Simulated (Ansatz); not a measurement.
# Molecular dynamics of HClF₂ (part 1 of 5)

The run: molecular dynamics of HClF₂. Method and program: UKS PBE0/def2-SVP (Ansatz 0.2.0).

It belongs to a series of runs on one base structure; here: dynamics from the last frame of an earlier run.

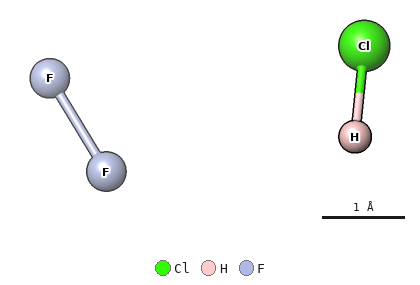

*The input geometry (ball-and-stick view, seen at a tilt).*

Bond lengths as drawn: Cl–H 1.29 Å and F–F 1.36 Å.

### Results in brief

| quantity | value |
| --- | --- |
| outcome | finished |
| mean temperature over the second half | 1844 K |
| trajectory | 150 steps, 37.5 fs |
| ensemble | nve |
| temperature in the input | 2000.0 K |
| time step | 0.25 fs |
| potential energy (last step) | −17950.1049 eV |
| mean-field energy (last step) | −17950.1049 eV |
| largest force (length of the vector) (last step) | 2.127 eV/Å |
| hardware | 1 thread of Arm Neoverse V1, 24 GiB of memory available, shared host |
| wall time | 3.7 min |
| peak memory | 0.11 GiB |

### Remarks

So short a trajectory is not equilibrated.

### The input
```yaml
crystal:
  periodic: [false, false, false]
  atoms:
    - { symbol: Cl, position_ang: [-0.265264, -0.148942, -2.203905] }
    - { symbol: H, position_ang: [0.502237, 0.875097, -2.007901] }
    - { symbol: F, position_ang: [0.65509, 0.18105, 1.23117] }
    - { symbol: F, position_ang: [-0.461185, -0.395992, 1.748872] }
magnetization:
  spin_polarized: true
basis:
  gaussian: { orbitals: def2-SVP }
hamiltonian:
  xc: pbe0
md:
  timestep: 0.25
  n_steps: 150
  ensemble: nve
  temperature: 2000.0
  initial_velocities: maxwell_boltzmann
  seed: 347674
```

Run as:
```bash
ansatz run input.yaml --threads 1 --pin off --max-ram 2048MiB --backend cpu --events-out ev --progress --plain --runs-dir out
```

### What the program printed
```
Engine: ansatz 0.2.0, aarch64-unknown-linux-gnu
Functional definition: PBE0
  parameter a = 0.25
  parameter kappa = 0.804
  parameter beta = 0.06672455060314922
  exchange = (1 - a)*pbe_x(kappa = kappa, mu = beta*pi^2/3) + a*exact_x
  correlation = pbe_c(beta = beta)
505 factors; integrals over basis functions are off by at most 2.3e-4 eV
mean field evaluation 1: about -17949.7520 eV, gradient 1.2e1 eV
mean field evaluation 2: about -17950.0474 eV, gradient 6.3e0 eV
mean field evaluation 4: about -17950.1866 eV, gradient 6.1e-1 eV
mean field evaluation 8: about -17950.2064 eV, gradient 3.2e-3 eV
mean field -17950.20642656 eV, -659.6579190892 hartree, gradient 4.0e-5 eV, S^2 0.000000; 0 other end points of the search recorded, 0 dependent functions left out
the calculation of the forces begins
reference -17950.20643877 eV, -659.6579195379 hartree; 18, 18 occupied and 33, 33 virtual orbitals, 505 factors
md step     0: t =     0.00 fs  T =  2000.0 K  F+E_penalty+E_count = -17950.20642656 eV  E_kin = 0.517040 eV  conserved = -17949.68938656 eV  (28 SCF iters)
these checks for a lower state are left out or cut short: starts, cluster_reference, orbital_swaps, neighbouring_geometries, increment
505 factors; integrals over basis functions are off by at most 2.3e-4 eV
mean field evaluation 16: about -17950.2017 eV, gradient 1.1e-1 eV
mean field -17950.20170820 eV, -659.6577456925 hartree, gradient 4.8e-6 eV, S^2 0.000000; 0 other end points of the search recorded, 0 dependent functions left out
the calculation of the forces begins
reference -17950.20172047 eV, -659.6577461435 hartree; 18, 18 occupied and 33, 33 virtual orbitals, 505 factors
md step     1: t =     0.25 fs  T =  1981.8 K  F+E_penalty+E_count = -17950.20170820 eV  E_kin = 0.512327 eV  conserved = -17949.68938143 eV  (34 SCF iters)
[... from here on the SCF iterations and repeated set-up lines of each step are left out, up to the last step ...]
md step     2: t =     0.50 fs  T =  1955.7 K  F+E_penalty+E_count = -17950.19494799 eV  E_kin = 0.505581 eV  conserved = -17949.68936681 eV  (34 SCF iters)
md step     3: t =     0.75 fs  T =  1922.8 K  F+E_penalty+E_count = -17950.18642332 eV  E_kin = 0.497079 eV  conserved = -17949.68934479 eV  (34 SCF iters)
md step     4: t =     1.00 fs  T =  1884.6 K  F+E_penalty+E_count = -17950.17652595 eV  E_kin = 0.487208 eV  conserved = -17949.68931769 eV  (34 SCF iters)
md step     5: t =     1.25 fs  T =  1842.9 K  F+E_penalty+E_count = -17950.16572581 eV  E_kin = 0.476438 eV  conserved = -17949.68928757 eV  (34 SCF iters)
md step     6: t =     1.50 fs  T =  1799.8 K  F+E_penalty+E_count = -17950.15453605 eV  E_kin = 0.465279 eV  conserved = -17949.68925687 eV  (29 SCF iters)
md step     7: t =     1.75 fs  T =  1757.1 K  F+E_penalty+E_count = -17950.14347909 eV  E_kin = 0.454252 eV  conserved = -17949.68922712 eV  (29 SCF iters)
md step     8: t =     2.00 fs  T =  1716.9 K  F+E_penalty+E_count = -17950.13305919 eV  E_kin = 0.443859 eV  conserved = -17949.68919981 eV  (29 SCF iters)
md step     9: t =     2.25 fs  T =  1681.0 K  F+E_penalty+E_count = -17950.12373869 eV  E_kin = 0.434563 eV  conserved = -17949.68917605 eV  (27 SCF iters)
md step    10: t =     2.50 fs  T =  1650.8 K  F+E_penalty+E_count = -17950.11591960 eV  E_kin = 0.426763 eV  conserved = -17949.68915668 eV  (28 SCF iters)
md step    11: t =     2.75 fs  T =  1627.7 K  F+E_penalty+E_count = -17950.10992958 eV  E_kin = 0.420787 eV  conserved = -17949.68914229 eV  (27 SCF iters)
md step    12: t =     3.00 fs  T =  1612.6 K  F+E_penalty+E_count = -17950.10601186 eV  E_kin = 0.416879 eV  conserved = -17949.68913329 eV  (27 SCF iters)
md step    13: t =     3.25 fs  T =  1606.0 K  F+E_penalty+E_count = -17950.10431860 eV  E_kin = 0.415189 eV  conserved = -17949.68912990 eV  (27 SCF iters)
md step    14: t =     3.50 fs  T =  1608.3 K  F+E_penalty+E_count = -17950.10490695 eV  E_kin = 0.415775 eV  conserved = -17949.68913220 eV  (27 SCF iters)
md step    15: t =     3.75 fs  T =  1619.2 K  F+E_penalty+E_count = -17950.10773773 eV  E_kin = 0.418598 eV  conserved = -17949.68914012 eV  (27 SCF iters)
md step    16: t =     4.00 fs  T =  1638.3 K  F+E_penalty+E_count = -17950.11267645 eV  E_kin = 0.423523 eV  conserved = -17949.68915345 eV  (28 SCF iters)
md step    17: t =     4.25 fs  T =  1664.6 K  F+E_penalty+E_count = -17950.11949682 eV  E_kin = 0.430325 eV  conserved = -17949.68917183 eV  (29 SCF iters)
md step    18: t =     4.50 fs  T =  1696.9 K  F+E_penalty+E_count = -17950.12788698 eV  E_kin = 0.438692 eV  conserved = -17949.68919471 eV  (29 SCF iters)
md step    19: t =     4.75 fs  T =  1733.9 K  F+E_penalty+E_count = -17950.13745902 eV  E_kin = 0.448238 eV  conserved = -17949.68922128 eV  (29 SCF iters)
md step    20: t =     5.00 fs  T =  1773.6 K  F+E_penalty+E_count = -17950.14776237 eV  E_kin = 0.458512 eV  conserved = -17949.68925049 eV  (28 SCF iters)
md step    21: t =     5.25 fs  T =  1814.3 K  F+E_penalty+E_count = -17950.15830137 eV  E_kin = 0.469020 eV  conserved = -17949.68928094 eV  (29 SCF iters)
md step    22: t =     5.50 fs  T =  1853.8 K  F+E_penalty+E_count = -17950.16855811 eV  E_kin = 0.479247 eV  conserved = -17949.68931106 eV  (29 SCF iters)
md step    23: t =     5.75 fs  T =  1890.3 K  F+E_penalty+E_count = -17950.17801956 eV  E_kin = 0.488681 eV  conserved = -17949.68933853 eV  (29 SCF iters)
md step    24: t =     6.00 fs  T =  1921.9 K  F+E_penalty+E_count = -17950.18621073 eV  E_kin = 0.496849 eV  conserved = -17949.68936124 eV  (29 SCF iters)
md step    25: t =     6.25 fs  T =  1947.1 K  F+E_penalty+E_count = -17950.19272968 eV  E_kin = 0.503353 eV  conserved = -17949.68937687 eV  (29 SCF iters)
md step    26: t =     6.50 fs  T =  1964.6 K  F+E_penalty+E_count = -17950.19728392 eV  E_kin = 0.507901 eV  conserved = -17949.68938328 eV  (33 SCF iters)
md step    27: t =     6.75 fs  T =  1974.1 K  F+E_penalty+E_count = -17950.19972361 eV  E_kin = 0.510345 eV  conserved = -17949.68937883 eV  (34 SCF iters)
md step    28: t =     7.00 fs  T =  1975.5 K  F+E_penalty+E_count = -17950.20006720 eV  E_kin = 0.510705 eV  conserved = -17949.68936267 eV  (34 SCF iters)
md step    29: t =     7.25 fs  T =  1969.6 K  F+E_penalty+E_count = -17950.19851430 eV  E_kin = 0.509179 eV  conserved = -17949.68933510 eV  (34 SCF iters)
md step    30: t =     7.50 fs  T =  1957.8 K  F+E_penalty+E_count = -17950.19544113 eV  E_kin = 0.506143 eV  conserved = -17949.68929780 eV  (28 SCF iters)
md step    31: t =     7.75 fs  T =  1942.3 K  F+E_penalty+E_count = -17950.19137483 eV  E_kin = 0.502121 eV  conserved = -17949.68925394 eV  (29 SCF iters)
md step    32: t =     8.00 fs  T =  1925.3 K  F+E_penalty+E_count = -17950.18694576 eV  E_kin = 0.497738 eV  conserved = -17949.68920795 eV  (28 SCF iters)
md step    33: t =     8.25 fs  T =  1909.5 K  F+E_penalty+E_count = -17950.18282090 eV  E_kin = 0.493656 eV  conserved = -17949.68916506 eV  (28 SCF iters)
md step    34: t =     8.50 fs  T =  1897.3 K  F+E_penalty+E_count = -17950.17962525 eV  E_kin = 0.490495 eV  conserved = -17949.68913058 eV  (28 SCF iters)
md step    35: t =     8.75 fs  T =  1890.6 K  F+E_penalty+E_count = -17950.17786255 eV  E_kin = 0.488753 eV  conserved = -17949.68910905 eV  (28 SCF iters)
md step    36: t =     9.00 fs  T =  1890.5 K  F+E_penalty+E_count = -17950.17784760 eV  E_kin = 0.488744 eV  conserved = -17949.68910342 eV  (29 SCF iters)
md step    37: t =     9.25 fs  T =  1897.5 K  F+E_penalty+E_count = -17950.17966226 eV  E_kin = 0.490548 eV  conserved = -17949.68911452 eV  (29 SCF iters)
md step    38: t =     9.50 fs  T =  1910.9 K  F+E_penalty+E_count = -17950.18314302 eV  E_kin = 0.494002 eV  conserved = -17949.68914090 eV  (29 SCF iters)
md step    39: t =     9.75 fs  T =  1929.1 K  F+E_penalty+E_count = -17950.18790263 eV  E_kin = 0.498724 eV  conserved = -17949.68917909 eV  (28 SCF iters)
md step    40: t =    10.00 fs  T =  1950.2 K  F+E_penalty+E_count = -17950.19338174 eV  E_kin = 0.504157 eV  conserved = -17949.68922426 eV  (29 SCF iters)
md step    41: t =    10.25 fs  T =  1971.4 K  F+E_penalty+E_count = -17950.19892107 eV  E_kin = 0.509650 eV  conserved = -17949.68927103 eV  (29 SCF iters)
md step    42: t =    10.50 fs  T =  1990.3 K  F+E_penalty+E_count = -17950.20384193 eV  E_kin = 0.514528 eV  conserved = -17949.68931435 eV  (33 SCF iters)
md step    43: t =    10.75 fs  T =  2004.4 K  F+E_penalty+E_count = -17950.20752247 eV  E_kin = 0.518172 eV  conserved = -17949.68935007 eV  (32 SCF iters)
md step    44: t =    11.00 fs  T =  2011.8 K  F+E_penalty+E_count = -17950.20945990 eV  E_kin = 0.520084 eV  conserved = -17949.68937542 eV  (33 SCF iters)
md step    45: t =    11.25 fs  T =  2011.2 K  F+E_penalty+E_count = -17950.20931246 eV  E_kin = 0.519923 eV  conserved = -17949.68938907 eV  (33 SCF iters)
md step    46: t =    11.50 fs  T =  2001.9 K  F+E_penalty+E_count = -17950.20691930 eV  E_kin = 0.517528 eV  conserved = -17949.68939106 eV  (33 SCF iters)
md step    47: t =    11.75 fs  T =  1984.1 K  F+E_penalty+E_count = -17950.20230015 eV  E_kin = 0.512918 eV  conserved = -17949.68938246 eV  (33 SCF iters)
md step    48: t =    12.00 fs  T =  1958.4 K  F+E_penalty+E_count = -17950.19563853 eV  E_kin = 0.506273 eV  conserved = -17949.68936509 eV  (34 SCF iters)
md step    49: t =    12.25 fs  T =  1926.0 K  F+E_penalty+E_count = -17950.18725366 eV  E_kin = 0.497913 eV  conserved = -17949.68934115 eV  (30 SCF iters)
md step    50: t =    12.50 fs  T =  1888.6 K  F+E_penalty+E_count = -17950.17756587 eV  E_kin = 0.488253 eV  conserved = -17949.68931298 eV  (30 SCF iters)
md step    51: t =    12.75 fs  T =  1848.1 K  F+E_penalty+E_count = -17950.16706021 eV  E_kin = 0.477778 eV  conserved = -17949.68928264 eV  (30 SCF iters)
md step    52: t =    13.00 fs  T =  1806.4 K  F+E_penalty+E_count = -17950.15625220 eV  E_kin = 0.467000 eV  conserved = -17949.68925235 eV  (29 SCF iters)
md step    53: t =    13.25 fs  T =  1765.6 K  F+E_penalty+E_count = -17950.14565605 eV  E_kin = 0.456432 eV  conserved = -17949.68922360 eV  (30 SCF iters)
md step    54: t =    13.50 fs  T =  1727.4 K  F+E_penalty+E_count = -17950.13575888 eV  E_kin = 0.446561 eV  conserved = -17949.68919769 eV  (30 SCF iters)
md step    55: t =    13.75 fs  T =  1693.6 K  F+E_penalty+E_count = -17950.12699934 eV  E_kin = 0.437824 eV  conserved = -17949.68917561 eV  (30 SCF iters)
md step    56: t =    14.00 fs  T =  1665.6 K  F+E_penalty+E_count = -17950.11975100 eV  E_kin = 0.430593 eV  conserved = -17949.68915811 eV  (30 SCF iters)
md step    57: t =    14.25 fs  T =  1644.6 K  F+E_penalty+E_count = -17950.11431008 eV  E_kin = 0.425164 eV  conserved = -17949.68914569 eV  (30 SCF iters)
md step    58: t =    14.50 fs  T =  1631.4 K  F+E_penalty+E_count = -17950.11088681 eV  E_kin = 0.421748 eV  conserved = -17949.68913866 eV  (30 SCF iters)
md step    59: t =    14.75 fs  T =  1626.4 K  F+E_penalty+E_count = -17950.10959993 eV  E_kin = 0.420463 eV  conserved = -17949.68913719 eV  (30 SCF iters)
md step    60: t =    15.00 fs  T =  1629.8 K  F+E_penalty+E_count = -17950.11047379 eV  E_kin = 0.421332 eV  conserved = -17949.68914131 eV  (30 SCF iters)
md step    61: t =    15.25 fs  T =  1641.2 K  F+E_penalty+E_count = -17950.11343791 eV  E_kin = 0.424287 eV  conserved = -17949.68915092 eV  (30 SCF iters)
md step    62: t =    15.50 fs  T =  1660.1 K  F+E_penalty+E_count = -17950.11832883 eV  E_kin = 0.429163 eV  conserved = -17949.68916575 eV  (30 SCF iters)
md step    63: t =    15.75 fs  T =  1685.4 K  F+E_penalty+E_count = -17950.12489457 eV  E_kin = 0.435709 eV  conserved = -17949.68918538 eV  (31 SCF iters)
md step    64: t =    16.00 fs  T =  1715.9 K  F+E_penalty+E_count = -17950.13280192 eV  E_kin = 0.443593 eV  conserved = -17949.68920917 eV  (30 SCF iters)
md step    65: t =    16.25 fs  T =  1750.0 K  F+E_penalty+E_count = -17950.14164733 eV  E_kin = 0.452411 eV  conserved = -17949.68923622 eV  (30 SCF iters)
md step    66: t =    16.50 fs  T =  1786.0 K  F+E_penalty+E_count = -17950.15097176 eV  E_kin = 0.461706 eV  conserved = -17949.68926533 eV  (30 SCF iters)
md step    67: t =    16.75 fs  T =  1821.9 K  F+E_penalty+E_count = -17950.16028045 eV  E_kin = 0.470985 eV  conserved = -17949.68929513 eV  (30 SCF iters)
md step    68: t =    17.00 fs  T =  1855.7 K  F+E_penalty+E_count = -17950.16906697 eV  E_kin = 0.479743 eV  conserved = -17949.68932350 eV  (30 SCF iters)
md step    69: t =    17.25 fs  T =  1885.7 K  F+E_penalty+E_count = -17950.17684349 eV  E_kin = 0.487495 eV  conserved = -17949.68934847 eV  (31 SCF iters)
md step    70: t =    17.50 fs  T =  1910.1 K  F+E_penalty+E_count = -17950.18317377 eV  E_kin = 0.493806 eV  conserved = -17949.68936777 eV  (30 SCF iters)
md step    71: t =    17.75 fs  T =  1927.6 K  F+E_penalty+E_count = -17950.18770897 eV  E_kin = 0.498330 eV  conserved = -17949.68937915 eV  (31 SCF iters)
md step    72: t =    18.00 fs  T =  1937.3 K  F+E_penalty+E_count = -17950.19022281 eV  E_kin = 0.500842 eV  conserved = -17949.68938065 eV  (30 SCF iters)
md step    73: t =    18.25 fs  T =  1939.0 K  F+E_penalty+E_count = -17950.19064214 eV  E_kin = 0.501271 eV  conserved = -17949.68937086 eV  (30 SCF iters)
md step    74: t =    18.50 fs  T =  1933.0 K  F+E_penalty+E_count = -17950.18906842 eV  E_kin = 0.499719 eV  conserved = -17949.68934934 eV  (30 SCF iters)
md step    75: t =    18.75 fs  T =  1920.4 K  F+E_penalty+E_count = -17950.18578447 eV  E_kin = 0.496468 eV  conserved = -17949.68931689 eV  (31 SCF iters)
md step    76: t =    19.00 fs  T =  1903.0 K  F+E_penalty+E_count = -17950.18124209 eV  E_kin = 0.491966 eV  conserved = -17949.68927583 eV  (30 SCF iters)
md step    77: t =    19.25 fs  T =  1883.0 K  F+E_penalty+E_count = -17950.17602723 eV  E_kin = 0.486797 eV  conserved = -17949.68922987 eV  (30 SCF iters)
md step    78: t =    19.50 fs  T =  1863.0 K  F+E_penalty+E_count = -17950.17080398 eV  E_kin = 0.481620 eV  conserved = -17949.68918385 eV  (30 SCF iters)
md step    79: t =    19.75 fs  T =  1845.5 K  F+E_penalty+E_count = -17950.16624200 eV  E_kin = 0.477099 eV  conserved = -17949.68914313 eV  (30 SCF iters)
md step    80: t =    20.00 fs  T =  1832.8 K  F+E_penalty+E_count = -17950.16293639 eV  E_kin = 0.473824 eV  conserved = -17949.68911278 eV  (28 SCF iters)
md step    81: t =    20.25 fs  T =  1826.7 K  F+E_penalty+E_count = -17950.16133152 eV  E_kin = 0.472235 eV  conserved = -17949.68909679 eV  (30 SCF iters)
md step    82: t =    20.50 fs  T =  1828.0 K  F+E_penalty+E_count = -17950.16166162 eV  E_kin = 0.472564 eV  conserved = -17949.68909733 eV  (33 SCF iters)
md step    83: t =    20.75 fs  T =  1836.6 K  F+E_penalty+E_count = -17950.16391844 eV  E_kin = 0.474804 eV  conserved = -17949.68911435 eV  (30 SCF iters)
md step    84: t =    21.00 fs  T =  1851.7 K  F+E_penalty+E_count = -17950.16785205 eV  E_kin = 0.478706 eV  conserved = -17949.68914556 eV  (30 SCF iters)
md step    85: t =    21.25 fs  T =  1871.5 K  F+E_penalty+E_count = -17950.17300471 eV  E_kin = 0.483818 eV  conserved = -17949.68918691 eV  (30 SCF iters)
md step    86: t =    21.50 fs  T =  1893.6 K  F+E_penalty+E_count = -17950.17877148 eV  E_kin = 0.489538 eV  conserved = -17949.68923328 eV  (30 SCF iters)
md step    87: t =    21.75 fs  T =  1915.5 K  F+E_penalty+E_count = -17950.18447690 eV  E_kin = 0.495198 eV  conserved = -17949.68927932 eV  (30 SCF iters)
md step    88: t =    22.00 fs  T =  1934.6 K  F+E_penalty+E_count = -17950.18945503 eV  E_kin = 0.500135 eV  conserved = -17949.68932025 eV  (30 SCF iters)
md step    89: t =    22.25 fs  T =  1948.7 K  F+E_penalty+E_count = -17950.19312134 eV  E_kin = 0.503769 eV  conserved = -17949.68935241 eV  (30 SCF iters)
md step    90: t =    22.50 fs  T =  1956.0 K  F+E_penalty+E_count = -17950.19502777 eV  E_kin = 0.505654 eV  conserved = -17949.68937360 eV  (34 SCF iters)
md step    91: t =    22.75 fs  T =  1955.4 K  F+E_penalty+E_count = -17950.19489632 eV  E_kin = 0.505513 eV  conserved = -17949.68938306 eV  (34 SCF iters)
md step    92: t =    23.00 fs  T =  1946.7 K  F+E_penalty+E_count = -17950.19263074 eV  E_kin = 0.503249 eV  conserved = -17949.68938126 eV  (34 SCF iters)
md step    93: t =    23.25 fs  T =  1930.0 K  F+E_penalty+E_count = -17950.18830901 eV  E_kin = 0.498939 eV  conserved = -17949.68936961 eV  (30 SCF iters)
md step    94: t =    23.50 fs  T =  1906.3 K  F+E_penalty+E_count = -17950.18216129 eV  E_kin = 0.492811 eV  conserved = -17949.68935011 eV  (31 SCF iters)
md step    95: t =    23.75 fs  T =  1876.9 K  F+E_penalty+E_count = -17950.17453892 eV  E_kin = 0.485214 eV  conserved = -17949.68932505 eV  (31 SCF iters)
md step    96: t =    24.00 fs  T =  1843.5 K  F+E_penalty+E_count = -17950.16587919 eV  E_kin = 0.476583 eV  conserved = -17949.68929668 eV  (30 SCF iters)
md step    97: t =    24.25 fs  T =  1808.0 K  F+E_penalty+E_count = -17950.15666965 eV  E_kin = 0.467403 eV  conserved = -17949.68926695 eV  (29 SCF iters)
md step    98: t =    24.50 fs  T =  1772.3 K  F+E_penalty+E_count = -17950.14741543 eV  E_kin = 0.458177 eV  conserved = -17949.68923795 eV  (30 SCF iters)
md step    99: t =    24.75 fs  T =  1738.3 K  F+E_penalty+E_count = -17950.13860920 eV  E_kin = 0.449398 eV  conserved = -17949.68921106 eV  (30 SCF iters)
md step   100: t =    25.00 fs  T =  1707.9 K  F+E_penalty+E_count = -17950.13070732 eV  E_kin = 0.441520 eV  conserved = -17949.68918746 eV  (30 SCF iters)
```
